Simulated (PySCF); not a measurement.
## B$_{2}$H$_{5}$ (charge −1): geometry relaxation (part 1 of 4)

B$_{2}$H$_{5}$, charge −1, computed with MP2/6-31G*, RHF (PySCF 2.14.0).

The geometry comes from this level: GFN2-xTB.

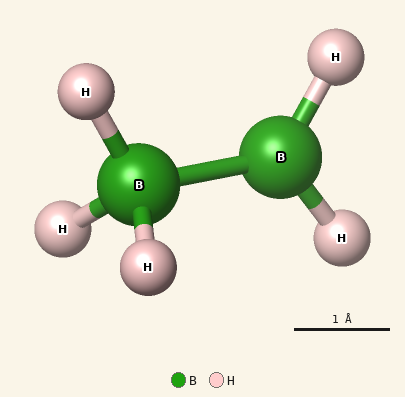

Figure 1. The structure as given in the input (ball-and-stick view, seen at a tilt). Bond lengths as drawn: B–B 1.68 Å and B–H 1.20 to 1.24 Å.

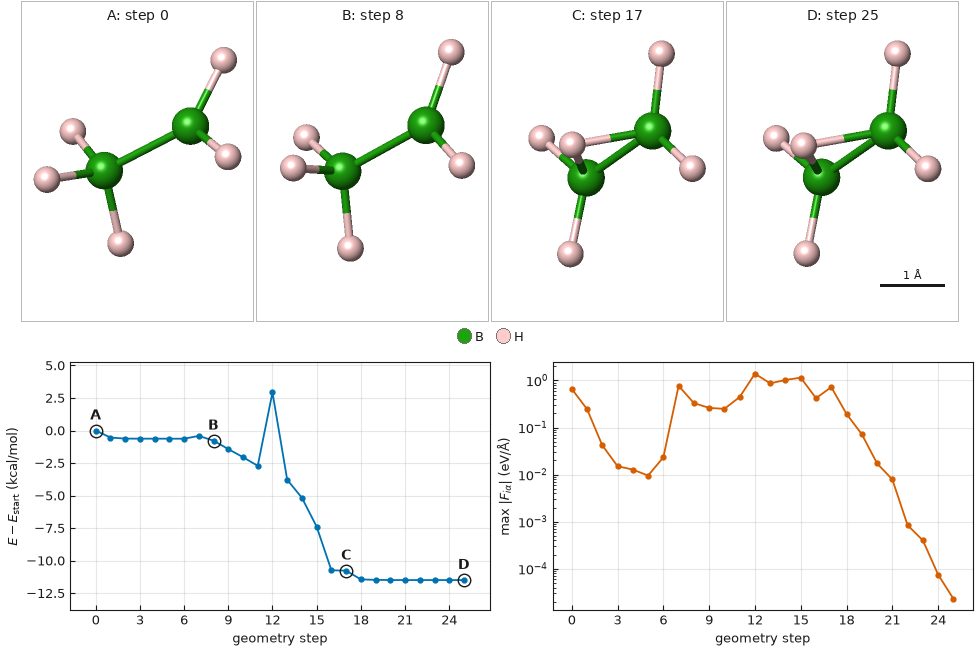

Figure 2. Frames of the relaxation (ball-and-stick view, seen at a tilt) above the curves, on which the letters mark them (steps are counted from 0).

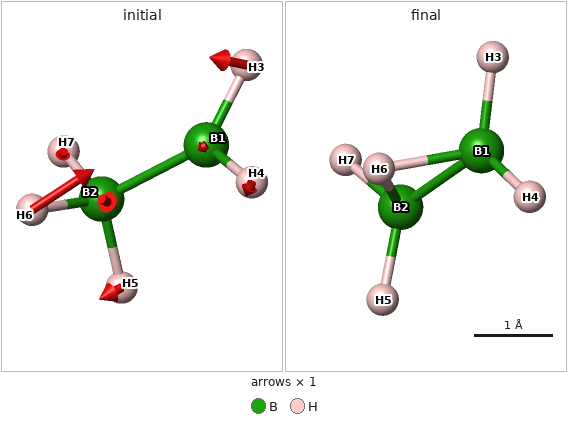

Figure 3. Before (left) and after (right) the relaxation, at one scale (ball-and-stick view, seen at a tilt). The red arrows give the displacements, at true length. Over 25 geometry steps the energy falls by 11.5 kcal/mol. Largest force component: 0.66 eV/Å at the start, under 0.0001 eV/Å at the end. The largest move after the best rigid fit is that of H6, 0.98 Å. By element the largest moves are H 0.98 Å, B 0.38 Å. Among the contacts that change: B1–H6 2.412 → 1.373 Å, B2–H6 1.241 → 1.373 Å, B1–B2 1.680 → 1.619 Å, B2–H5 1.241 → 1.220 Å. New bonds form: B1–H6 (2.41 → 1.37 Å). Among the angles that change: B1–B2–H6 110.4° → 53.9°, B1–B2–H5 110.6° → 122.8°, H5–B2–H7 107.0° → 114.0°. (Atoms are counted from 1 in the order of the input.)

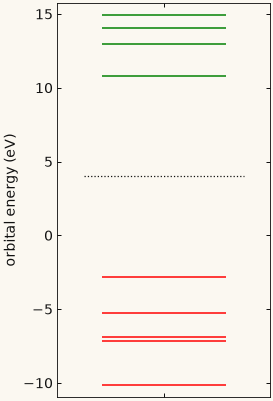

Figure 4. Orbital energies near the frontier (SCF reference); the dotted line parts filled from empty levels, and levels within 0.02 eV of each other stand side by side. Highest filled −2.81 eV, lowest empty 10.83 eV, 13.64 eV apart.

The input that produced these results follows, with the program's output.

## The input (job.py)
```python
from pyscf import gto, scf, mp
from pyscf.geomopt.geometric_solver import kernel as optimise

system = gto.M(
    atom='''
B      0.210010    -0.813600     0.474350
B     -0.119910     0.613520    -0.349380
H      1.262150    -1.128320     0.968990
H     -0.606320    -1.678230     0.657480
H     -0.531530     0.371570    -1.495060
H     -1.042200     1.230100     0.207460
H      0.827810     1.404960    -0.463840
''',
    verbose=3,
    basis='6-31g*',
    charge=-1,
    max_memory=1860,
)

calc0 = scf.RHF(system)
calc0.conv_tol = 1e-10
calc0.kernel()
if not calc0.converged:
    calc0 = calc0.newton().run(calc0.mo_coeff, calc0.mo_occ)
pt = mp.MP2(calc0, frozen=2).run()
converged, mol_eq = optimise(pt, maxsteps=60, convergence_set='GAU_TIGHT')
print('converged:', converged)
print(mol_eq.tostring())

calc0.reset(mol_eq)
system = mol_eq
calc0.kernel()
if not calc0.converged:
    calc0 = calc0.newton().run(calc0.mo_coeff, calc0.mo_occ)
pt = mp.MP2(calc0, frozen=2).run()
e_tot = pt.e_tot
print(f'total energy: {e_tot:.8f} hartree')
```

Launched with:
```bash
OMP_NUM_THREADS=1 python job.py
```

## Log
```
converged SCF energy = -52.2057877825216
E(RMP2) = -52.3785061012357  E_corr = -0.172718318714136
E(SCS-RMP2) = -52.3870187799406  E_corr = -0.181230997419

#|     Arguments passed to driver run_optimizer():      |#
convergence_set           GAU_TIGHT
customengine              <pyscf.geomopt.geometric_solver.PySCFEngine object>
maxiter                   60
----------------------------------------------------------
Custom engine selected.
Bonds will be generated from interatomic distances less than 1.20 times sum of covalent radii
21 internal coordinates being used (instead of 21 Cartesians)
Internal coordinate system (atoms numbered from 1):
Distance 1-2
Distance 1-3
Distance 1-4
Distance 2-5
Distance 2-6
Distance 2-7
Angle 2-1-4
Angle 3-1-4
Angle 1-2-5
Angle 1-2-6
Angle 1-2-7
Angle 5-2-6
Angle 5-2-7
Angle 6-2-7
Out-of-Plane 1-2-3-4
Dihedral 3-1-2-5
Dihedral 3-1-2-6
Dihedral 3-1-2-7
Dihedral 4-1-2-5
Dihedral 4-1-2-6
Dihedral 4-1-2-7
Translation-X 1-7
Translation-Y 1-7
Translation-Z 1-7
Rotation-A 1-7
Rotation-B 1-7
Rotation-C 1-7
<class 'geometric.internal.Distance'> : 6
<class 'geometric.internal.Angle'> : 8
<class 'geometric.internal.OutOfPlane'> : 1
<class 'geometric.internal.Dihedral'> : 6
<class 'geometric.internal.TranslationX'> : 1
<class 'geometric.internal.TranslationY'> : 1
<class 'geometric.internal.TranslationZ'> : 1
<class 'geometric.internal.RotationA'> : 1
<class 'geometric.internal.RotationB'> : 1
<class 'geometric.internal.RotationC'> : 1
> ===== Optimization Info: ====
> Job type: Energy minimization
> Maximum number of optimization cycles: 60
> Initial / maximum trust radius (Angstrom): 0.100 / 0.300
> Convergence Criteria:
> Will converge when all 5 criteria are reached:
>  |Delta-E| < 1.00e-06
>  RMS-Grad  < 1.00e-05
>  Max-Grad  < 1.50e-05
>  RMS-Disp  < 4.00e-05
>  Max-Disp  < 6.00e-05
> === End Optimization Info ===

Geometry optimization cycle 1
Cartesian coordinates (Angstrom)
 Atom        New coordinates             dX        dY        dZ
   B   0.210010  -0.813600   0.474350   -0.000000  0.000000  0.000000
   B  -0.119910   0.613520  -0.349380    0.000000  0.000000  0.000000
   H   1.262150  -1.128320   0.968990    0.000000  0.000000 -0.000000
   H  -0.606320  -1.678230   0.657480    0.000000  0.000000  0.000000
   H  -0.531530   0.371570  -1.495060    0.000000  0.000000  0.000000
   H  -1.042200   1.230100   0.207460    0.000000  0.000000  0.000000
   H   0.827810   1.404960  -0.463840    0.000000  0.000000  0.000000

WARN: Mole.unit (angstrom) is changed to Bohr

converged SCF energy = -52.2057877825219
E(RMP2_Scanner) = -52.3785061035514  E_corr = -0.172718321029516
E(SCS-RMP2_Scanner) = -52.3870187824065  E_corr = -0.181230999884606
--------------- RMP2_Scanner gradients ---------------
         x                y                z
0 B     0.0014166443    -0.0059959962     0.0029816503
1 B    -0.0019775849    -0.0128553058     0.0063581374
2 H    -0.0075433399     0.0026173651    -0.0036107789
3 H     0.0064258927     0.0064621178    -0.0011138467
4 H     0.0010364921     0.0033162516    -0.0016723581
5 H     0.0008739894     0.0036114931    -0.0013813755
6 H    -0.0002320938     0.0028440745    -0.0015614286
----------------------------------------------
cycle 1: E = -52.3785061036  dE = -52.3785  norm(grad) = 0.0214171
Step    0 : Gradient = 8.095e-03/1.448e-02 (rms/max) Energy = -52.3785061036
Hessian Eigenvalues: 2.30000e-02 2.67462e-02 5.00000e-02 ... 2.19603e-01 2.43428e-01 2.44384e-01

Geometry optimization cycle 2
Cartesian coordinates (Angstrom)
 Atom        New coordinates             dX        dY        dZ
   B   0.214058  -0.802880   0.471709    0.004048  0.010720 -0.002641
   B  -0.114558   0.632341  -0.357924    0.005352  0.018821 -0.008544
   H   1.275101  -1.139929   0.979169    0.012951 -0.011609  0.010179
   H  -0.624637  -1.675066   0.649453   -0.018317  0.003164 -0.008027
   H  -0.537212   0.355473  -1.490153   -0.005682 -0.016097  0.004907
   H  -1.047604   1.214364   0.215125   -0.005404 -0.015736  0.007665
   H   0.834861   1.415696  -0.467380    0.007051  0.010736 -0.003540
converged SCF energy = -52.2066242420662
E(RMP2_Scanner) = -52.3793668499852  E_corr = -0.172742607919037
E(SCS-RMP2_Scanner) = -52.3879267053122  E_corr = -0.181302463245976
--------------- RMP2_Scanner gradients ---------------
         x                y                z
0 B     0.0006787702    -0.0004042172     0.0004548216
1 B    -0.0016418815    -0.0047940714     0.0021581581
2 H    -0.0003610966     0.0003426823    -0.0003555046
3 H     0.0003415481     0.0003711821    -0.0000978981
4 H     0.0003787625     0.0015557207    -0.0008300420
5 H     0.0003433394     0.0016470071    -0.0007278746
6 H     0.0002605579     0.0012816964    -0.0006016605
----------------------------------------------
cycle 2: E = -52.37936685  dE = -0.000860746  norm(grad) = 0.00636328
Step    1 : Displace = 1.788e-02/2.135e-02 (rms/max) Trust = 1.000e-01 (=) Grad = 2.405e-03/5.508e-03 (rms/max) E (change) = -52.3793668500 (-8.607e-04) Quality = 1.247
Hessian Eigenvalues: 2.29982e-02 2.67667e-02 5.00000e-02 ... 2.18974e-01 2.43855e-01 2.72824e-01

Geometry optimization cycle 3
Cartesian coordinates (Angstrom)
 Atom        New coordinates             dX        dY        dZ
   B   0.216230  -0.794654   0.467846    0.002172  0.008226 -0.003863
   B  -0.109018   0.642548  -0.362255    0.005539  0.010207 -0.004331
   H   1.273070  -1.145191   0.982461   -0.002032 -0.005262  0.003292
   H  -0.630779  -1.663859   0.641905   -0.006142  0.011207 -0.007548
   H  -0.539201   0.340265  -1.483985   -0.001989 -0.015209  0.006168
   H  -1.048903   1.198529   0.223859   -0.001300 -0.015836  0.008734
   H   0.838612   1.422362  -0.469831    0.003751  0.006666 -0.002451
converged SCF energy = -52.2066203633099
E(RMP2_Scanner) = -52.3794950613342  E_corr = -0.172874698024344
E(SCS-RMP2_Scanner) = -52.38803082497  E_corr = -0.181410461660159
--------------- RMP2_Scanner gradients ---------------
         x                y                z
0 B     0.0002361086     0.0007173435    -0.0002862093
1 B    -0.0008143745    -0.0004063907     0.0001260910
2 H     0.0004146556    -0.0002408725     0.0001834440
3 H    -0.0003467926    -0.0005434080     0.0001723938
4 H     0.0001548206     0.0001957465    -0.0000634351
5 H     0.0001425952     0.0002357847    -0.0001695229
6 H     0.0002129870     0.0000417965     0.0000372384
----------------------------------------------
cycle 3: E = -52.3794950613  dE = -0.000128211  norm(grad) = 0.0015572
Step    2 : Displace = 1.293e-02/1.814e-02 (rms/max) Trust = 1.414e-01 (+) Grad = 5.886e-04/9.188e-04 (rms/max) E (change) = -52.3794950613 (-1.282e-04) Quality = 1.120
Hessian Eigenvalues: 2.29688e-02 2.67460e-02 5.00000e-02 ... 2.19056e-01 2.43865e-01 2.77858e-01

Geometry optimization cycle 4
Cartesian coordinates (Angstrom)
 Atom        New coordinates             dX        dY        dZ
   B   0.216483  -0.793870   0.467266    0.000253  0.000784 -0.000580
   B  -0.106613   0.643608  -0.362757    0.002405  0.001060 -0.000501
   H   1.271423  -1.145404   0.983412   -0.001647 -0.000213  0.000951
   H  -0.632114  -1.660415   0.639497   -0.001334  0.003444 -0.002408
   H  -0.539705   0.337198  -1.482308   -0.000504 -0.003067  0.001677
   H  -1.048147   1.193949   0.226395    0.000756 -0.004580  0.002536
   H   0.838682   1.424934  -0.471506    0.000070  0.002572 -0.001675
converged SCF energy = -52.2065933389787
E(RMP2_Scanner) = -52.3795023526248  E_corr = -0.172909013646155
E(SCS-RMP2_Scanner) = -52.3880275410963  E_corr = -0.18143420211763
--------------- RMP2_Scanner gradients ---------------
         x                y                z
0 B    -0.0000392267     0.0002348171    -0.0001375496
1 B    -0.0002932808     0.0002302075    -0.0000268411
2 H     0.0001638264    -0.0000838268     0.0000152853
3 H    -0.0000921625    -0.0002502038     0.0001202515
4 H     0.0000967677    -0.0000581310     0.0000272489
5 H     0.0000719270    -0.0000049514    -0.0000617483
6 H     0.0000921490    -0.0000679116     0.0000633533
----------------------------------------------
cycle 4: E = -52.3795023526  dE = -7.29129e-06  norm(grad) = 0.000612043
Step    3 : Displace = 3.405e-03/5.295e-03 (rms/max) Trust = 2.000e-01 (+) Grad = 2.313e-04/3.738e-04 (rms/max) E (change) = -52.3795023526 (-7.291e-06) Quality = 1.272
Hessian Eigenvalues: 2.16443e-02 2.64594e-02 4.99998e-02 ... 2.18952e-01 2.43267e-01 2.58677e-01

Geometry optimization cycle 5
Cartesian coordinates (Angstrom)
 Atom        New coordinates             dX        dY        dZ
   B   0.217758  -0.793531   0.467175    0.001275  0.000339 -0.000091
   B  -0.105081   0.643444  -0.363161    0.001532 -0.000164 -0.000404
   H   1.270228  -1.146832   0.985902   -0.001195 -0.001428  0.002490
   H  -0.632627  -1.657567   0.637197   -0.000514  0.002848 -0.002301
   H  -0.540855   0.336431  -1.481667   -0.001150 -0.000767  0.000641
   H  -1.047294   1.191097   0.228059    0.000853 -0.002851  0.001665
   H   0.837881   1.426957  -0.473506   -0.000801  0.002024 -0.002000
converged SCF energy = -52.2065812565823
E(RMP2_Scanner) = -52.379504497923  E_corr = -0.172923241340758
E(SCS-RMP2_Scanner) = -52.388024734488  E_corr = -0.181443477905726
--------------- RMP2_Scanner gradients ---------------
         x                y                z
0 B    -0.0000130263     0.0000086651    -0.0000169668
1 B    -0.0000772382     0.0002485149     0.0000413015
2 H    -0.0000465559    -0.0000905139    -0.0000637752
3 H     0.0001006904     0.0000407951     0.0000506298
4 H     0.0000398595    -0.0001027949    -0.0000058362
5 H    -0.0000102378    -0.0000289757    -0.0000520216
6 H     0.0000065083    -0.0000756906     0.0000466684
----------------------------------------------
cycle 5: E = -52.3795044979  dE = -2.1453e-06  norm(grad) = 0.000350067
Step    4 : Displace = 2.681e-03/3.691e-03 (rms/max) Trust = 2.828e-01 (+) Grad = 1.323e-04/2.635e-04 (rms/max) E (change) = -52.3795044979 (-2.145e-06) Quality = 1.243
Hessian Eigenvalues: 1.43925e-02 2.62904e-02 4.99990e-02 ... 2.20953e-01 2.45248e-01 3.04526e-01

Geometry optimization cycle 6
Cartesian coordinates (Angstrom)
 Atom        New coordinates             dX        dY        dZ
   B   0.218053  -0.793911   0.467037    0.000295 -0.000380 -0.000138
   B  -0.103858   0.642687  -0.363708    0.001224 -0.000756 -0.000548
   H   1.269476  -1.145705   0.988366   -0.000752  0.001127  0.002464
   H  -0.633304  -1.656969   0.635328   -0.000676  0.000598 -0.001868
   H  -0.542262   0.337040  -1.481583   -0.001407  0.000609  0.000084
   H  -1.045736   1.189064   0.229751    0.001558 -0.002033  0.001692
   H   0.837640   1.427793  -0.475192   -0.000241  0.000836 -0.001686
converged SCF energy = -52.2065733527025
E(RMP2_Scanner) = -52.3795059045936  E_corr = -0.172932551891052
E(SCS-RMP2_Scanner) = -52.3880236601484  E_corr = -0.181450307445889
--------------- RMP2_Scanner gradients ---------------
         x                y                z
0 B    -0.0000719049    -0.0001853909     0.0000620572
1 B     0.0001208348     0.0001553978     0.0001716294
2 H    -0.0000594950     0.0000178492    -0.0001466064
3 H     0.0000771504     0.0001488144     0.0000074166
4 H     0.0000255980    -0.0001100645    -0.0000244995
5 H    -0.0000459666    -0.0000284918    -0.0000671560
6 H    -0.0000462166     0.0000018858    -0.0000028412
```
